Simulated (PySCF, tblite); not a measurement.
# C5H5Cl3F radical: geometry, infrared bands and EPR parameters

Aim: predict the infrared bands and EPR parameters of C5H5Cl3F radical (`C/[C]=C/[C@H](F)C(Cl)(Cl)Cl`).

The runs use tblite 0.8.0 and PySCF 2.14.0, with density-fitted response routines of our own; the level of theory stands in each step. All values are computed, except where a source is named. Atoms count from 0, in the outputs and in this text.

### 1 The molecule as given

14 atoms, charge 0, multiplicity 2; geometry from: force field or distance geometry start.

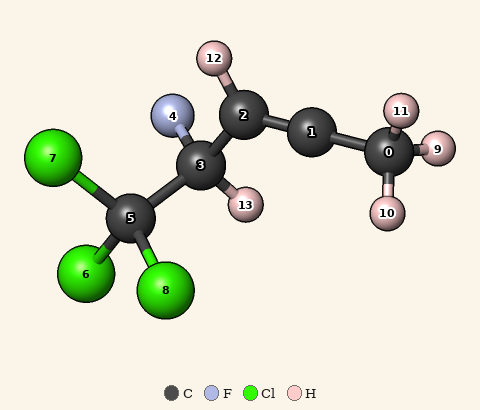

The starting geometry (carbon dark grey, fluorine light blue, chlorine green, hydrogen pink), atoms numbered.

### 2 Relaxing the molecule with GFN2-xTB

What the job is given:

```
{"job": {"kind": "relax", "xc": "GFN2-xTB", "basis": "xTB"}, "charge": 0, "multiplicity": 2}
C      2.383300    -1.210700    -0.182600
C      1.339700    -0.162300    -0.185700
C      0.438600     0.756700    -0.162600
C     -1.018500     0.570400    -0.553900
F     -1.398100     1.631100    -1.305600
C     -2.010100     0.406600     0.637100
Cl    -3.684400     0.207000     0.012600
Cl    -1.985900     1.850700     1.722600
Cl    -1.619500    -1.051300     1.630200
H      2.606500    -1.515500    -1.200600
H      2.033300    -2.092400     0.367200
H      3.291000    -0.849200     0.288400
H      0.715100     1.774200     0.112300
H     -1.092000    -0.316000    -1.201800
```

On the command line:

```
$ OMP_NUM_THREADS=1 python probes_run.py task.json out
```

One launch serves the whole session: the jobs run in the order shown.

What it wrote:

```text
step      E/eV     max force
  0    -857.37273    1.455
  1    -857.43010    1.092
  2    -857.45301    0.679
  3    -857.46596    0.309
  4    -857.47751    0.216
  5    -857.48166    0.226
  6    -857.48777    0.203
  7    -857.49142    0.169
  8    -857.49548    0.132
  9    -857.49798    0.106
 10    -857.49974    0.100
 11    -857.50121    0.125
 12    -857.50305    0.150
 13    -857.50528    0.127
 14    -857.50757    0.102
 15    -857.50942    0.121
 16    -857.51065    0.096
 17    -857.51131    0.060
 18    -857.51166    0.049
 19    -857.51194    0.050
 20    -857.51223    0.046
 21    -857.51249    0.037
 22    -857.51263    0.025
 23    -857.51271    0.022
 24    -857.51277    0.022
 25    -857.51284    0.021
 26    -857.51290    0.018
 27    -857.51295    0.021
 28    -857.51298    0.019
 29    -857.51303    0.019
 30    -857.51308    0.020
 31    -857.51313    0.017
 32    -857.51317    0.020
 33    -857.51323    0.023
 34    -857.51331    0.026
 35    -857.51342    0.036
 36    -857.51355    0.036
 37    -857.51370    0.034
 38    -857.51390    0.044
 39    -857.51426    0.056
 40    -857.51488    0.117
 41    -857.51602    0.166
 42    -857.51962    0.261
 43    -857.52271    0.216
 44    -857.52992    0.250
 45    -857.53668    0.242
 46    -857.54412    0.321
 47    -857.55282    0.385
 48    -857.55200    0.307
 49    -857.56104    0.128
 50    -857.56304    0.118
 51    -857.56677    0.169
 52    -857.56869    0.198
 53    -857.57266    0.165
 54    -857.57452    0.093
 55    -857.57540    0.082
 56    -857.57597    0.074
 57    -857.57683    0.098
 58    -857.57774    0.093
 59    -857.57848    0.061
 60    -857.57895    0.067
 61    -857.57937    0.068
 62    -857.57989    0.081
 63    -857.58043    0.084
 64    -857.58082    0.058
 65    -857.58107    0.042
 66    -857.58129    0.043
 67    -857.58160    0.064
 68    -857.58205    0.090
 69    -857.58270    0.097
 70    -857.58350    0.075
 71    -857.58434    0.060
 72    -857.58510    0.073
 73    -857.58582    0.077
 74    -857.58665    0.063
 75    -857.58756    0.069
 76    -857.58831    0.055
 77    -857.58879    0.061
 78    -857.58909    0.058
 79    -857.58929    0.044
 80    -857.58946    0.033
 81    -857.58958    0.033
 82    -857.58965    0.023
 83    -857.58969    0.012
 84    -857.58971    0.009
```

Wall time 0.68 s (1 thread of Arm Neoverse V2, shared host).

Along the way: (not every step is listed)

```tsv
step	energy from step 0 (eV)	largest force (eV/Å)
0	0.0000	1.4549
1	-0.0574	1.0923
2	-0.0803	0.6793
3	-0.0932	0.3089
4	-0.1048	0.2156
5	-0.1089	0.2264
6	-0.1150	0.2025
7	-0.1187	0.1695
8	-0.1227	0.1320
15	-0.1367	0.1208
22	-0.1399	0.0251
29	-0.1403	0.0185
36	-0.1408	0.0365
43	-0.1500	0.2156
50	-0.1903	0.1185
57	-0.2041	0.0978
64	-0.2081	0.0577
71	-0.2116	0.0604
78	-0.2164	0.0584
79	-0.2166	0.0436
80	-0.2167	0.0327
81	-0.2168	0.0331
82	-0.2169	0.0227
83	-0.2170	0.0121
84	-0.2170	0.0094
```

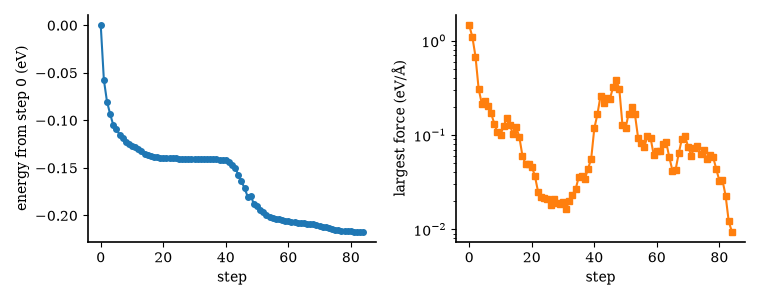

Energy and force, step by step.

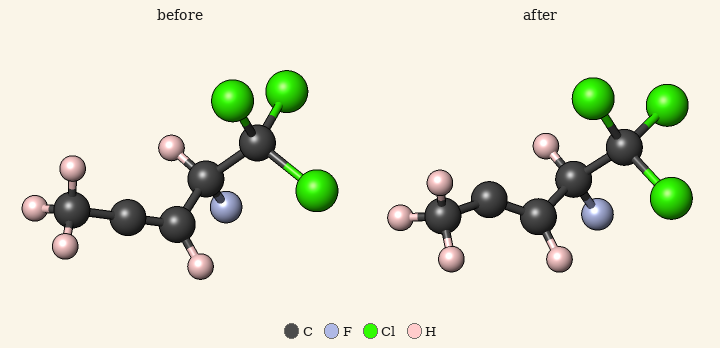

The geometry before (left) and after (right).

Close pairs (by a distance rule), those that changed most:

```tsv
bond	before (Å)	after (Å)	change (Å)
C5–Cl8	1.807	1.771	-0.036
C5–Cl7	1.807	1.771	-0.036
C0–C1	1.479	1.447	-0.033
C3–C5	1.558	1.537	-0.022
C5–Cl6	1.798	1.778	-0.020
C3–F4	1.354	1.371	+0.017
C0–H11	1.085	1.097	+0.012
C2–C3	1.520	1.509	-0.012
```

The final coordinates are the input of the step that follows.

### 3 Vibrational analysis with GFN2-xTB

What the job is given:

```
{"job": {"kind": "ir", "xc": "GFN2-xTB", "basis": "xTB"}, "charge": 0, "multiplicity": 2}
C      2.399092    -1.128901    -0.103553
C      1.085830    -0.571727    -0.343006
C      0.365647     0.502281    -0.264198
C     -1.095990     0.555989    -0.633689
F     -1.379851     1.748829    -1.247573
C     -1.982538     0.428443     0.614919
Cl    -3.701929     0.549728     0.178171
Cl    -1.604621     1.691072     1.798105
Cl    -1.688887    -1.157696     1.346090
H      2.831089    -1.485962    -1.038321
H      2.321274    -1.971275     0.584199
H      3.080397    -0.388730     0.333795
H      0.738262     1.467952     0.090524
H     -1.368454    -0.240477    -1.337627
```

What it wrote:

```text
mode    cm-1     km/mol
  1      19.2      0.15
  2      46.2      0.59
  3      78.1      0.10
  4     133.4      1.04
  5     151.8      2.00
  6     175.6      2.76
  7     210.7      8.64
  8     226.6      1.96
  9     241.6      4.75
 10     258.3     10.69
 11     309.8      3.15
 12     366.5      9.75
 13     429.2      3.23
 14     446.3      6.27
 15     567.1      1.64
 16     668.0      6.68
 17     725.4      1.98
 18     751.6     24.24
 19     931.6      8.80
 20     987.7      5.29
 21    1009.7     17.22
 22    1033.2     59.06
 23    1057.2      6.51
 24    1102.0      5.33
 25    1172.3      1.99
 26    1229.2      1.17
 27    1272.5      5.99
 28    1367.8     11.48
 29    1421.2     10.57
 30    1433.9     12.47
 31    1815.8    110.46
 32    2852.2      2.02
 33    2887.4     14.14
 34    2920.9     14.14
 35    2997.7      8.78
 36    3005.0      7.79
```

It took 0.57 s on 1 thread of Arm Neoverse V2, shared host.

Which atoms move in the most intense modes:

```tsv
cm⁻¹	km/mol	atoms
752	24.2	C5 48 %, C2 17 %, H12 17 %
1010	17.2	H10 32 %, H9 26 %, C0 18 %
1033	59.1	C3 48 %, F4 24 %
1368	11.5	H10 27 %, H11 27 %, H9 26 %, C0 20 %
1434	12.5	H10 45 %, H9 40 %
1816	110.5	C1 58 %, C2 39 %
2887	14.1	H11 91 %
2921	14.1	H13 93 %
```

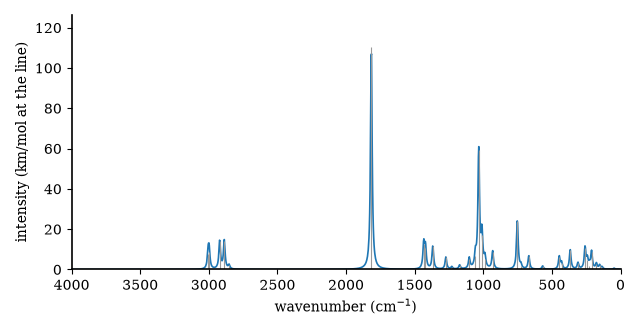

The infrared spectrum from these modes, unscaled. Lines are broadened to a width of 14 cm⁻¹ (Lorentzian).

### 4 EPR parameters: B3LYP/pcH-1

Same as in step 3 but for these lines:

```diff
@@ -1,2 +1,2 @@
-{"job": {"kind": "ir", "xc": "GFN2-xTB", "basis": "xTB"}, "charge": 0, "multiplicity": 2}
+{"job": {"kind": "epr", "basis": "pcH-1"}, "charge": 0, "multiplicity": 2}
 C      2.399092    -1.128901    -0.103553
```

Level: UKS B3LYP, pcH-1 on C Cl F H, non-relativistic, mean-field spin-orbit, GIAO.

What it wrote:

```text
UKS, coarse grid
  cycle   1  E = -1673.75611262  |g| = 5.82e-01
  cycle   2  E = -1673.43768371  |g| = 1.08e+00
  cycle   3  E = -1673.88526899  |g| = 1.08e-01
  cycle   4  E = -1673.88828680  |g| = 7.41e-02
  cycle   5  E = -1673.89072911  |g| = 1.88e-02
  cycle   6  E = -1673.89090103  |g| = 6.25e-03
  cycle   7  E = -1673.89093372  |g| = 2.65e-03
  cycle   8  E = -1673.89094047  |g| = 1.51e-03
  cycle   9  E = -1673.89094539  |g| = 7.82e-04
UKS, final grid
  cycle   1  E = -1673.89098081  |g| = 9.86e-04
  cycle   2  E = -1673.89098051  |g| = 1.51e-03
  cycle   3  E = -1673.89098145  |g| = 1.96e-04
  cycle   4  E = -1673.89098150  |g| = 1.40e-04
  cycle   5  E = -1673.89098155  |g| = 9.06e-05
  cycle   6  E = -1673.89098156  |g| = 1.69e-05
E = -1673.89098156 Eh   <S^2> = 0.7585 (exact 0.7500)
g shifts (ppm)      1          2          3
  rmc          -152       -152       -152
  gc             24          3         35
  oz_so       -1009         87        547
  total       -1137        -61        431
hyperfine (MHz)  atom isotope    a_iso     a_fc   dipolar eigenvalues
    0   13C      10.41      10.41     -4.24     -4.05      8.29
    1   13C     254.16     254.31    -82.92    -62.76    145.68
    2   13C     -14.36     -14.36    -18.03      0.90     17.13
    3   13C      59.68      59.68     -4.84     -4.47      9.31
    4   19F      -6.96      -6.98     -7.92     -4.46     12.38
    5   13C      -6.04      -6.05     -0.51     -0.04      0.55
    6  35Cl       1.77       1.75     -0.60     -0.49      1.08
    7  35Cl       0.67       0.67     -0.49     -0.05      0.53
    8  35Cl       2.86       2.86     -1.38     -1.32      2.70
    9    1H      25.31      25.31     -6.52     -5.23     11.75
   10    1H      33.72      33.72     -6.62     -5.41     12.03
   11    1H     148.33     148.33     -5.66     -1.69      7.36
   12    1H     164.91     164.91     -5.01     -1.42      6.43
   13    1H      -5.63      -5.63     -5.76     -2.20      7.95
```

It took 2.7 min on 1 thread of Arm Neoverse V2, shared host; peak memory 1.2 GiB.

Principal g values 2.00118, 2.00226, 2.00275; g(iso) = 2.00206, against 2.00232 for a free electron.

Hyperfine couplings; where a row names several nuclei, a(iso) is their mean (it holds for fast rotation or exchange) and the dipolar term the largest among them:

```tsv
nuclei	isotope	a(iso) (MHz)	a(iso) (G, at g = 2.0023)	largest dipolar term (MHz)
C1	13C	254.2	90.7	145.7
H12	1H	164.9	58.8	6.4
H9, H10, H11	1H	69.1	24.7	12.0
C3	13C	59.7	21.3	9.3
C2	13C	-14.4	-5.1	-18.0
C0	13C	10.4	3.7	8.3
F4	19F	-7.0	-2.5	12.4
C5	13C	-6.0	-2.2	0.5
H13	1H	-5.6	-2.0	8.0
Cl6, Cl7, Cl8	35Cl	1.8	0.6	2.7
```

Mulliken spin populations:

C0 -0.05; C1 1.00; C2 -0.17; C3 0.04; F4 0.00; C5 0.00; Cl6 0.00; Cl7 0.00; Cl8 0.00; H9 0.01; H10 0.01; H11 0.07; H12 0.08; H13 0.00

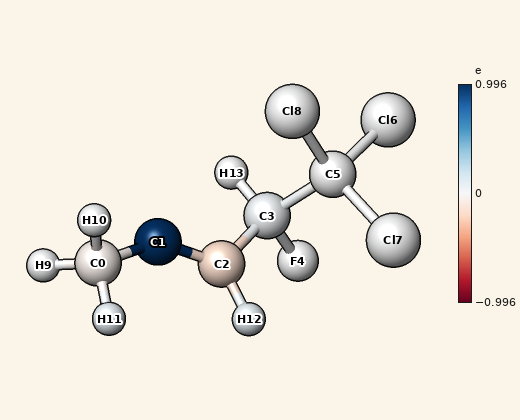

Mulliken spin populations, as colours on the atoms.

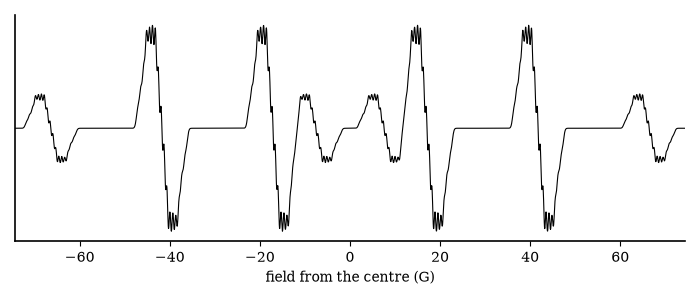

First-order isotropic spectrum (first derivative, main isotopes with spin only, couplings over 0.8 MHz, Gaussian width 0.4 G; couplings of the frozen geometry, rotation of groups not averaged beyond the rows shown).

The fields below are evaluated on a grid from the run's orbitals.

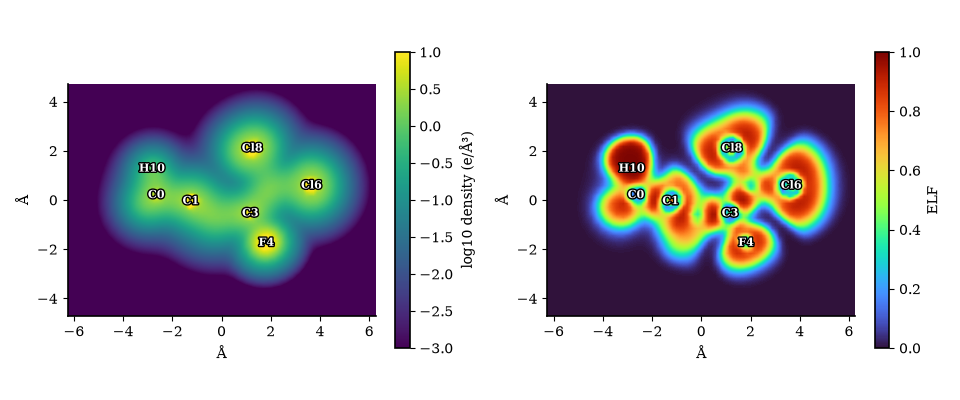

Density (left) and ELF (right) in a plane through or near 7 of the atoms.

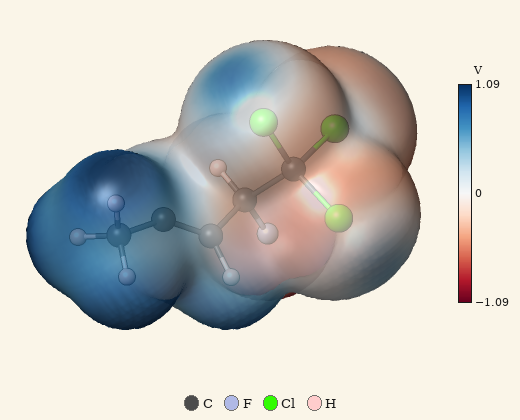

The potential that a unit positive charge feels on the 0.002 e/bohr³ surface, from -0.87 V near F4 to 1.09 V near H13.

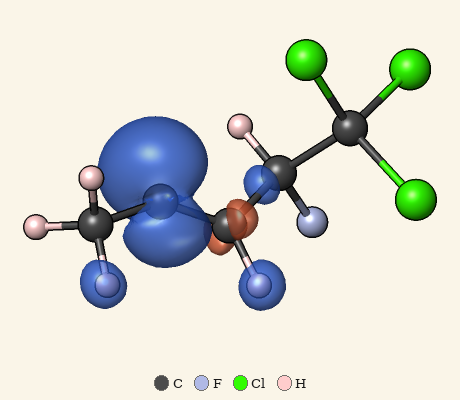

Spin density at ±0.05 e/Å³ (alpha excess blue, beta excess red).

### 5 What came out

| quantity | value |
| --- | --- |
| strongest single infrared mode (GFN2-xTB) | 1816 cm⁻¹, 110 km/mol |
| zero-point energy (GFN2-xTB) | 51.9 kcal/mol |
| g(iso) (B3LYP) | 2.00206 |
| ⟨S²⟩ | 0.758 (exact 0.75) |
| largest a(iso) (averaged by class) | 13C on C1, 254.2 MHz |
| surface potential, least and greatest | -0.87 V and 1.09 V |

Over 84 steps the energy fell by 0.217 eV; of the close pairs, C5–Cl8 changed most, 1.807 to 1.771 Å. No mode is imaginary among the 36: a minimum at this level. The strongest single mode, at 1816 cm⁻¹, moves mainly C1 and C2. Unscaled tight-binding wavenumbers are off by several per cent, some by more. Its intensities can rank the bands wrongly. C1 carries the largest spin population, 1.00 e. The isotropic g lies 0.3 ppt below the free-electron value.
